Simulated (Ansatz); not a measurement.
# Cl2HNSi + HCl: a complex and its separated parts, part 2 of 2

Ansatz 0.2.0, Gaussian basis.

## 14. wB97X-V/def2-TZVPP

The inputs:

parta/in.yaml

```yaml
crystal:
  periodic: [false, false, false]
  atoms:
    - {symbol: Si, position_ang: [-0.297092, 0.627815, 0.846536]}
    - {symbol: N, position_ang: [0.183327, 0.385528, -0.637286]}
    - {symbol: Cl, position_ang: [-0.701496, 2.323095, 1.875375]}
    - {symbol: Cl, position_ang: [-0.607646, -0.938593, 2.059769]}
    - {symbol: H, position_ang: [0.347375, 1.157321, -1.269620]}
basis:
  gaussian: {orbitals: def2-TZVPP}
hamiltonian: {xc: {name: wB97X-V}}
```

partb/in.yaml

```yaml
crystal:
  periodic: [false, false, false]
  atoms:
    - {symbol: Cl, position_ang: [0.630158, -2.376754, -1.640744]}
    - {symbol: H, position_ang: [0.445373, -1.178410, -1.234129]}
basis:
  gaussian: {orbitals: def2-TZVPP}
hamiltonian: {xc: {name: wB97X-V}}
```

Each run has its own folder and the same command.

Run with:

```bash
$ ansatz run in.yaml --threads 4 --pin off --events-out ev --progress --plain --max-ram 9574MiB
```

Log of parta (excerpt; [...] marks lines left out):

```text
Functional definition: wB97X-V
  name "wB97X-V"
  cite "Mardirossian & Head-Gordon, Phys. Chem. Chem. Phys. 16, 9904 (2014) doi:10.1039/C3CP54374A"
  cite "Becke, J. Chem. Phys. 107, 8554 (1997) doi:10.1063/1.475007"
  cite "Vydrov & Van Voorhis, J. Chem. Phys. 133, 244103 (2010) doi:10.1063/1.3521275"
[...]
      + integral(e_c_pw_opposite_spin*poly(b97_u_opposite, cos0, cos1)) + vv10(b, c)
1125 factors; their error is unknown
183 factors; integrals over basis functions are off by at most 3.7e-5 eV
[...]
mean field -34427.23137158 eV, -1265.1774172900 hartree, gradient 5.0e-6 eV, S^2 0.000000; 0 other end points of the search recorded, 0 dependent functions left out
reference -34427.23136995 eV, -1265.1774172302 hartree; 28, 28 occupied and 143, 143 virtual orbitals, 1125 factors
Total energy: -34427.23136995 eV, -1265.1774172302 hartree
```

Log of partb (excerpt; [...] marks lines left out):

```text
[... 5 set-up lines as earlier in the session ...]
[...]
      + integral(e_c_pw_opposite_spin*poly(b97_u_opposite, cos0, cos1)) + vv10(b, c)
369 factors; their error is unknown
62 factors; integrals over basis functions are off by at most 9.0e-5 eV
[...]
mean field -12537.61272709 eV, -460.7487694216 hartree, gradient 5.7e-5 eV, S^2 0.000000; 0 other end points of the search recorded, 0 dependent functions left out
reference -12537.61272614 eV, -460.7487693867 hartree; 9, 9 occupied and 47, 47 virtual orbitals, 369 factors
Total energy: -12537.61272614 eV, -460.7487693867 hartree
```

They took 3.9 s (parta), 0.4 s (partb) on 4 threads of Arm Neoverse V2, shared host.

## 15. wB97M-V/def2-TZVPP

Each input of step 14 (parta, partb) changes in the same lines:

```diff
-hamiltonian: {xc: {name: wB97X-V}}
+hamiltonian: {xc: {name: wB97M-V}}
```

Each run has its own folder and the same command.

Run with:

```bash
$ ansatz run in.yaml --threads 4 --pin off --events-out ev --progress --plain --max-ram 9574MiB
```

Output in parta (excerpt; [...] marks lines left out):

```text
Functional definition: wB97M-V
  name "wB97M-V"
  cite "Mardirossian & Head-Gordon, J. Chem. Phys. 144, 214110 (2016) doi:10.1063/1.4952647"
[... 2 set-up lines as earlier in the session ...]
  # Of w^i u^j: cxij and so on, Table III.
[...]
  gx(w, u) = 1 - cx + cx01*u + cx10*w
[...]
      + integral(e_c_pw_mod_opposite_spin*gos(b97_w_opposite, b97_u_opposite)) + vv10(b, c)
1125 factors; their error is unknown
183 factors; integrals over basis functions are off by at most 3.7e-5 eV
[...]
mean field -34430.75785099 eV, -1265.3070130179 hartree, gradient 6.6e-5 eV, S^2 0.000000; 0 other end points of the search recorded, 0 dependent functions left out
reference -34430.75789038 eV, -1265.3070144654 hartree; 28, 28 occupied and 143, 143 virtual orbitals, 1125 factors
Total energy: -34430.75789038 eV, -1265.3070144654 hartree
```

partb printed (excerpt; [...] marks lines left out):

```text
[... 5 set-up lines as earlier in the session ...]
  # Of w^i u^j: cxij and so on, Table III.
[...]
  gx(w, u) = 1 - cx + cx01*u + cx10*w
[...]
      + integral(e_c_pw_mod_opposite_spin*gos(b97_w_opposite, b97_u_opposite)) + vv10(b, c)
369 factors; their error is unknown
62 factors; integrals over basis functions are off by at most 9.0e-5 eV
[...]
mean field -12538.73838857 eV, -460.7901367177 hartree, gradient 5.7e-5 eV, S^2 0.000000; 0 other end points of the search recorded, 0 dependent functions left out
reference -12538.73841161 eV, -460.7901375646 hartree; 9, 9 occupied and 47, 47 virtual orbitals, 369 factors
Total energy: -12538.73841161 eV, -460.7901375646 hartree
```

They took 4.3 s (parta), 0.45 s (partb) on 4 threads of Arm Neoverse V2, shared host.

## 16. B2PLYP/def2-TZVPP

The same edit goes into each in.yaml of step 15 (parta, partb):

```diff
-hamiltonian: {xc: {name: wB97M-V}}
+hamiltonian: {xc: {name: B2PLYP}}
```

One command serves all of them, each in its own folder.

Run with:

```bash
$ ansatz run in.yaml --threads 4 --pin off --events-out ev --progress --plain --max-ram 9574MiB
```

parta printed (excerpt; [...] marks lines left out):

```text
Functional definition: B2PLYP
  name "B2PLYP"
  cite "Grimme, J. Chem. Phys. 124, 034108 (2006) doi:10.1063/1.2148954"
[... 2 set-up lines as earlier in the session ...]
[...]
1026 factors; integrals over basis functions are off by at most 9.8e-4 eV
[...]
mean field -34415.20207500 eV, -1264.7353487943 hartree, gradient 1.3e-6 eV, S^2 0.000000; 0 other end points of the search recorded, 0 dependent functions left out
16 core orbitals not correlated: weight in the atoms' cores, before any rotation towards them, 1.000 or more for the frozen orbitals, at most 0.000 for the correlated occupied ones
reference -34415.20222913 eV, -1264.7353544585 hartree; 12, 12 occupied and 143, 143 virtual orbitals, 1026 factors
second order -23.30180631 eV of doubles, -0.00000000 eV of singles
Total energy: -34421.49371683 eV, -1264.9665623671 hartree
```

Log of partb (excerpt; [...] marks lines left out):

```text
[... 5 set-up lines as earlier in the session ...]
[...]
322 factors; integrals over basis functions are off by at most 1.4e-3 eV
[...]
mean field -12534.13735328 eV, -460.6210517898 hartree, gradient 9.7e-6 eV, S^2 0.000000; 0 other end points of the search recorded, 0 dependent functions left out
5 core orbitals not correlated: weight in the atoms' cores, before any rotation towards them, 1.000 or more for the frozen orbitals, at most 0.000 for the correlated occupied ones
reference -12534.13745004 eV, -460.6210553456 hartree; 4, 4 occupied and 47, 47 virtual orbitals, 322 factors
second order -6.68493588 eV of doubles, -0.00000000 eV of singles
Total energy: -12535.94238273 eV, -460.6873853984 hartree
```

Wall times: 2.7 s (parta), 0.25 s (partb) on 4 threads of Arm Neoverse V2, shared host.

## 17. PBE-QIDH/def2-TZVPP

Each input of step 16 (parta, partb) changes in the same lines:

```diff
-hamiltonian: {xc: {name: B2PLYP}}
+hamiltonian: {xc: {name: PBE-QIDH}}
```

One command serves all of them, each in its own folder.

Run with:

```bash
$ ansatz run in.yaml --threads 4 --pin off --events-out ev --progress --plain --max-ram 9574MiB
```

parta printed (excerpt; [...] marks lines left out):

```text
Functional definition: PBE-QIDH
  name "PBE-QIDH"
  cite "Brémond, Sancho-García, Pérez-Jiménez & Adamo, J. Chem. Phys. 141, 031101 (2014) doi:10.1063/1.4890314"
[... 1 set-up line as earlier in the session ...]
[...]
1026 factors; integrals over basis functions are off by at most 9.8e-4 eV
[...]
mean field -34405.32372412 eV, -1264.3723260954 hartree, gradient 4.2e-6 eV, S^2 0.000000; 0 other end points of the search recorded, 0 dependent functions left out
16 core orbitals not correlated: weight in the atoms' cores, before any rotation towards them, 1.000 or more for the frozen orbitals, at most 0.000 for the correlated occupied ones
reference -34405.32373483 eV, -1264.3723264888 hartree; 12, 12 occupied and 143, 143 virtual orbitals, 1026 factors
second order -21.49694150 eV of doubles, -0.00000000 eV of singles
Total energy: -34412.48938199 eV, -1264.6356591651 hartree
```

Log of partb (excerpt; [...] marks lines left out):

```text
[... 4 set-up lines as earlier in the session ...]
[...]
322 factors; integrals over basis functions are off by at most 1.4e-3 eV
[...]
mean field -12531.03295108 eV, -460.5069671128 hartree, gradient 2.4e-6 eV, S^2 0.000000; 0 other end points of the search recorded, 0 dependent functions left out
5 core orbitals not correlated: weight in the atoms' cores, before any rotation towards them, 1.000 or more for the frozen orbitals, at most 0.000 for the correlated occupied ones
reference -12531.03295745 eV, -460.5069673469 hartree; 4, 4 occupied and 47, 47 virtual orbitals, 322 factors
second order -6.22516218 eV of doubles, -0.00000000 eV of singles
Total energy: -12533.10801151 eV, -460.5832241771 hartree
```

They took 2.7 s (parta), 0.25 s (partb) on 4 threads of Arm Neoverse V2, shared host.

## 18. RPA on PBE/def2-TZVPP

Each input of step 17 (parta, partb) changes in the same lines:

```diff
-hamiltonian: {xc: {name: PBE-QIDH}}
+hamiltonian: {xc: pbe}
+correlation: {method: rpa}
```

One command serves all of them, each in its own folder.

Run with:

```bash
$ ansatz run in.yaml --threads 4 --pin off --events-out ev --progress --plain --max-ram 9574MiB
```

parta printed (excerpt; [...] marks lines left out):

```text
[... 4 set-up lines as earlier in the session ...]
[...]
1026 factors; integrals over basis functions are off by at most 9.8e-4 eV
[...]
mean field -34416.96793106 eV, -1264.8002428078 hartree, gradient 2.9e-6 eV, S^2 0.000000; 0 other end points of the search recorded, 0 dependent functions left out
16 core orbitals not correlated: weight in the atoms' cores, before any rotation towards them, 1.000 or more for the frozen orbitals, at most 0.000 for the correlated occupied ones
reference -34369.04714948 eV, -1263.0391865664 hartree; 12, 12 occupied and 143, 143 virtual orbitals, 1026 factors
Total energy: -34399.49403358 eV, -1264.1580889194 hartree
```

Log of partb (excerpt; [...] marks lines left out):

```text
[... 4 set-up lines as earlier in the session ...]
[...]
322 factors; integrals over basis functions are off by at most 1.4e-3 eV
[...]
mean field -12534.30962856 eV, -460.6273827895 hartree, gradient 3.3e-6 eV, S^2 0.000000; 0 other end points of the search recorded, 0 dependent functions left out
5 core orbitals not correlated: weight in the atoms' cores, before any rotation towards them, 1.000 or more for the frozen orbitals, at most 0.000 for the correlated occupied ones
reference -12519.65922886 eV, -460.0889905307 hartree; 4, 4 occupied and 47, 47 virtual orbitals, 322 factors
Total energy: -12529.02200908 eV, -460.4330663574 hartree
```

Times: 2.3 s (parta), 0.25 s (partb) on 4 threads of Arm Neoverse V2, shared host.

## 19. CCSD(T)/def2-TZVPP

The same edit goes into each in.yaml of step 18 (parta, partb):

```diff
-hamiltonian: {xc: pbe}
-correlation: {method: rpa}
+correlation: {method: ccsd_t}
```

The same command starts each run, in its folder.

Run with:

```bash
$ ansatz run in.yaml --threads 4 --pin off --events-out ev --progress --plain --max-ram 9574MiB
```

parta printed (excerpt; [...] marks lines left out):

```text
Functional definition: HF
  name "HF"
  cite "Fock, Z. Phys. 61, 126 (1930) doi:10.1007/BF01340294"
[... 1 set-up line as earlier in the session ...]
[...]
1026 factors; integrals over basis functions are off by at most 9.8e-4 eV
[...]
mean field -34370.48138757 eV, -1263.0918938442 hartree, gradient 1.6e-6 eV, S^2 0.000000; 0 other end points of the search recorded, 0 dependent functions left out
16 core orbitals not correlated: weight in the atoms' cores, before any rotation towards them, 1.000 or more for the frozen orbitals, at most 0.000 for the correlated occupied ones
reference -34370.48138757 eV, -1263.0918938442 hartree; 12, 12 occupied and 143, 143 virtual orbitals, 1026 factors
second order -18.91607624 eV of doubles, -0.00000000 eV of singles
cycle   1  -19.27145881 eV  change   -3.6e-1 eV  update   1.0e-1
[...]
cycle  11  -19.82299358 eV  change   -1.7e-6 eV  update   9.9e-6
perturbative correction -0.95374739 eV, -0.0350495702 hartree
Total energy: -34391.25812854 eV, -1263.8554249918 hartree
```

Log of partb (excerpt; [...] marks lines left out):

```text
[... 4 set-up lines as earlier in the session ...]
[...]
322 factors; integrals over basis functions are off by at most 1.4e-3 eV
[...]
mean field -12519.93377858 eV, -460.0990800470 hartree, gradient 2.9e-6 eV, S^2 0.000000; 0 other end points of the search recorded, 0 dependent functions left out
5 core orbitals not correlated: weight in the atoms' cores, before any rotation towards them, 1.000 or more for the frozen orbitals, at most 0.000 for the correlated occupied ones
reference -12519.93377858 eV, -460.0990800470 hartree; 4, 4 occupied and 47, 47 virtual orbitals, 322 factors
second order -5.53926340 eV of doubles, -0.00000000 eV of singles
cycle   1  -5.96028842 eV  change   -4.2e-1 eV  update   3.9e-2
[...]
cycle   7  -6.10183304 eV  change   -5.8e-6 eV  update   7.9e-6
perturbative correction -0.21572460 eV, -0.0079277329 hartree
Total energy: -12526.25133623 eV, -460.3312460082 hartree
```

They took 19 s (parta), 0.2 s (partb) on 4 threads of Arm Neoverse V2, shared host; peak memory 1.3 GiB.

## 20. Vibrations of Cl2HNSi

vib-parta/in.yaml reads:

```yaml
crystal:
  periodic: [false, false, false]
  atoms:
    - {symbol: Si, position_ang: [-0.297092, 0.627815, 0.846536]}
    - {symbol: N, position_ang: [0.183327, 0.385528, -0.637286]}
    - {symbol: Cl, position_ang: [-0.701496, 2.323095, 1.875375]}
    - {symbol: Cl, position_ang: [-0.607646, -0.938593, 2.059769]}
    - {symbol: H, position_ang: [0.347375, 1.157321, -1.269620]}
basis:
  gaussian: {orbitals: def2-TZVP}
hamiltonian: {xc: pbe0, dispersion: d4}
phonons: {temperatures: {t_min: 298.15, t_max: 900, t_step: 200}}
```

Run with:

```bash
$ ansatz run in.yaml --threads 4 --pin off --events-out ev --progress --plain --max-ram 9574MiB
```

Output (excerpt; [...] marks lines left out):

```text
[... 5 set-up lines as earlier in the session ...]
[...]
1003 factors; their error is unknown
[...]
mean field -34419.52859341 eV, -1264.8943454133 hartree, gradient 1.5e-5 eV, S^2 0.000000; 0 other end points of the search recorded, 0 dependent functions left out
[...]
Atom 2 at    -0.701496     2.323095     1.875375 Å, force     0.000085     0.000264    -0.000164 eV/Å
Atom 3 at    -0.607646    -0.938593     2.059769 Å, force    -0.000040    -0.000380     0.000118 eV/Å
Atom 4 at     0.347375     1.157321    -1.269620 Å, force    -0.000190    -0.000040     0.000227 eV/Å
Dipole moment:    -0.089280     0.275226     0.241914 e Å
Vibrations: 195.80 251.35 252.87 495.76 563.11 599.04 672.03 1188.81 3631.94 cm⁻¹, zero-point energy 0.486682 eV
```

Wall time 37 s (4 threads of Arm Neoverse V2, shared host).

Wavenumbers and character of the modes:

```tsv
mode	wavenumber (cm⁻¹)	character
1	196	bend
2	251	torsion with out-of-plane bend
3	253	bend
4	496	Si–Cl stretch
5	563	torsion
6	599	Si–Cl stretch with bend
7	672	bend with Si–Cl stretch
8	1189	Si–N stretch
9	3632	N–H stretch
```

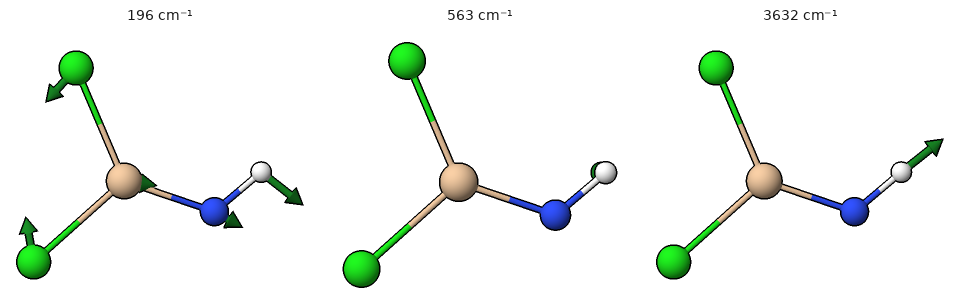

How the atoms move in 3 of the modes.

Vibrational sums (real modes only):

```tsv
T (K)	entropy (J/mol/K)	heat capacity (J/mol/K)
298	31.9	41.3
498	56.5	53.8
698	75.7	59.4
898	91.0	62.6
```

## 21. Vibrations of HCl

vib-partb/in.yaml reads:

```yaml
crystal:
  periodic: [false, false, false]
  atoms:
    - {symbol: Cl, position_ang: [0.630158, -2.376754, -1.640744]}
    - {symbol: H, position_ang: [0.445373, -1.178410, -1.234129]}
basis:
  gaussian: {orbitals: def2-TZVP}
hamiltonian: {xc: pbe0, dispersion: d4}
phonons: {temperatures: {t_min: 298.15, t_max: 900, t_step: 200}}
```

Run with:

```bash
$ ansatz run in.yaml --threads 4 --pin off --events-out ev --progress --plain --max-ram 9574MiB
```

Output (excerpt; [...] marks lines left out):

```text
[... 5 set-up lines as earlier in the session ...]
[...]
312 factors; their error is unknown
[...]
mean field -12535.31645841 eV, -460.6643831037 hartree, gradient 4.2e-5 eV, S^2 0.000000; 0 other end points of the search recorded, 0 dependent functions left out
[...]
reference -12535.31637420 eV, -460.6643800092 hartree; 9, 9 occupied and 34, 34 virtual orbitals, 312 factors
Total energy: -12535.32105166 eV, -460.6645519027 hartree
Atom 0 at     0.630158    -2.376754    -1.640744 Å, force    -0.000005     0.000034     0.000012 eV/Å
Atom 1 at     0.445373    -1.178410    -1.234129 Å, force     0.000005    -0.000034    -0.000012 eV/Å
Dipole moment:    -0.037945     0.246079     0.083498 e Å
Vibrations: 2996.99 cm⁻¹, zero-point energy 0.185790 eV
```

Wall time 1.1 s (4 threads of Arm Neoverse V2, shared host).

The modes, with what each moves most:

```tsv
mode	wavenumber (cm⁻¹)	character
1	2997	Cl–H stretch
```

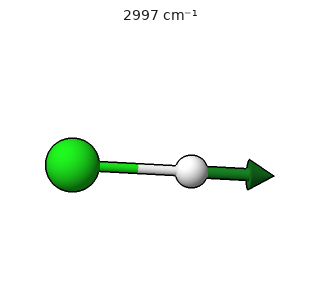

How the atoms move in 1 of the modes.

Vibrational sums (real modes only):

```tsv
T (K)	entropy (J/mol/K)	heat capacity (J/mol/K)
298	0.0	0.0
498	0.0	0.1
698	0.1	0.7
898	0.4	1.6
```

## 22. Complex less separated parts

The complex's own energies come from single points at the same levels.

Rows are in def2-TZVPP; times add the 3 runs of a level on a shared host, so small differences are noise.

Differences are taken before rounding.

```tsv
method	rung	complex less parts (kJ/mol)	from CCSD(T) (kJ/mol)	time
SPW92	LDA	-60.2	-30.4	2.1 s
PBE-D4	GGA	-43.4	-13.7	3.1 s
BLYP-D4	GGA	-40.0	-10.2	3.1 s
r2SCAN-D4	meta-GGA	-40.3	-10.6	7.4 s
B97M-V	meta-GGA	-34.4	-4.6	13 s
PBE0-D4	hybrid	-42.0	-12.3	5.5 s
B3LYP-D4	hybrid	-39.8	-10.1	5 s
r2SCAN0-D4	hybrid	-40.1	-10.4	8.9 s
BHLYP-D4	hybrid	-38.7	-9.0	4.7 s
CAM-B3LYP-D4	range-separated hybrid	-40.1	-10.3	5.3 s
wB97X-V	range-separated hybrid	-35.5	-5.7	12 s
wB97M-V	range-separated hybrid	-34.2	-4.5	13 s
B2PLYP	double hybrid	-31.2	-1.5	8.4 s
PBE-QIDH	double hybrid	-36.3	-6.5	8.5 s
RPA on PBE	RPA	-22.3	+7.4	7.2 s
Hartree-Fock	wavefunction	-15.9	+13.8	
MP2	wavefunction	-35.6	-5.9	
CCSD	wavefunction	-27.2	+2.6	
CCSD(T)	wavefunction	-29.7	0	2 min
```

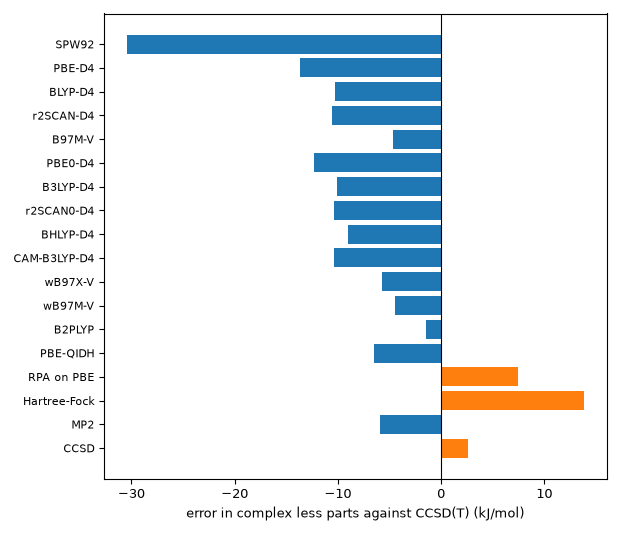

Error of each method against CCSD(T).

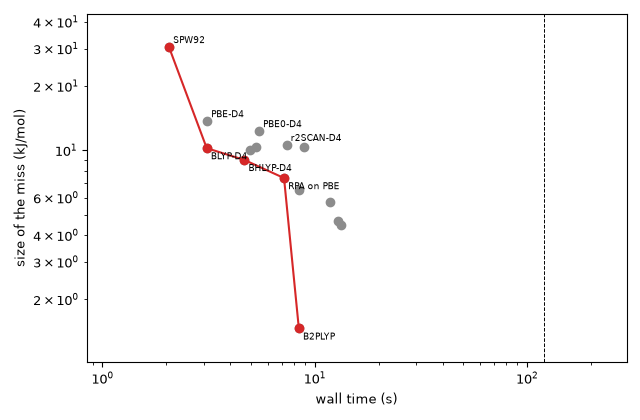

Miss against cost. Red marks the levels that no quicker level drawn beats (of those quicker than the yardstick), and the dashed line is the time of CCSD(T). Only those levels and the largest misses are named. Times are from a shared host.

B2PLYP reaches 1.5 kJ/mol from the reference in 8.4 s, where CCSD(T) took 2 min; the quickest level in the cost chart, SPW92, takes 2.1 s and misses by 30.4 kJ/mol.

The complex's zero-point energy, from a separate PBE0-D4 run, is 0.733 eV.

## 23. What came out

This closing draws on all 2 parts.

| quantity | value |
| --- | --- |
| complex less parts, CCSD(T)/def2-TZVPP | -29.7 kJ/mol |
| with zero-point energy | -23.9 kJ/mol |
| largest T1 diagnostic | 0.014 |

At CCSD(T) the complex lies 29.7 kJ/mol below its parts. Among the functionals B2PLYP lands nearest to CCSD(T) (-1.5 kJ/mol) and SPW92 farthest (-30.4 kJ/mol). Mean unsigned error by rung: LDA 30.4, GGA 12.0, meta-GGA 7.6, hybrid 10.4, range-separated hybrid 6.8, double hybrid 4.0 kJ/mol. The double hybrids carry no dispersion term here, unlike the levels marked D4 or V. PBE-D4 gives a relative energy 13.7 kJ/mol too low, outside chemical accuracy (1 kcal/mol, 4.2 kJ/mol). No counterpoise was applied, and triple zeta lacks some correlation, so the CCSD(T) reference has a basis error of its own, and close matches with it are partly luck.
